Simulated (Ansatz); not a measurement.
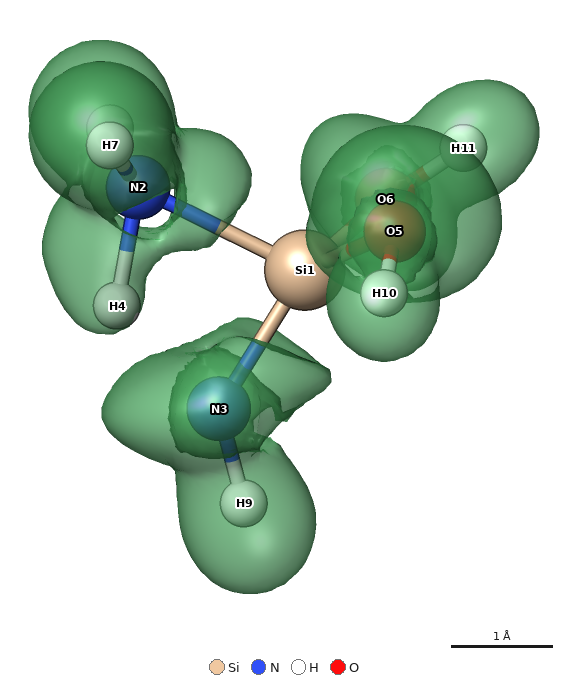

*H6N2O2Si. Isosurface of the electron localisation function at 0.75 (green), seen at a tilt. Core shells and regions of very low density are left out.*

A transition-state structure; geometry: PBE0-D4/def2-TZVP.

Method: RKS PBE0-D4/def2-TZVPP (Ansatz).

```xyz
11

Si   -0.4686   -0.0354    0.0122
N     1.3205    0.4545    0.1622
N     0.0277   -1.4748    0.6035
H     1.2415   -0.6816    0.5621
O    -0.9628    0.1847   -1.5453
O    -1.3491    1.0553    0.8600
H     1.8625    0.6134   -0.6766
H     1.5511    1.1464    0.8633
H    -0.4597   -2.2904    0.9274
H    -0.8406   -0.5870   -2.1012
H    -1.9223    1.6149    0.3324
```

**What do the ELF domains correspond to?**

The surface consists of one joined region spread over several atoms (H, N), in which their bonds and any lone pairs are merged, one joined region spread over several atoms (H, N, Si), in which their bonds and any lone pairs are merged and two joined regions spread over several atoms (H, O), in which their bonds and any lone pairs are merged.

Values along the shortest contacts:
Si–N (1.63 Å): the ELF peaks at about 0.85 between the atoms; a short, strongly polar bond. Si–O (1.64 Å): the ELF peaks at about 0.85 between the atoms; a shared but strongly polarised pair.
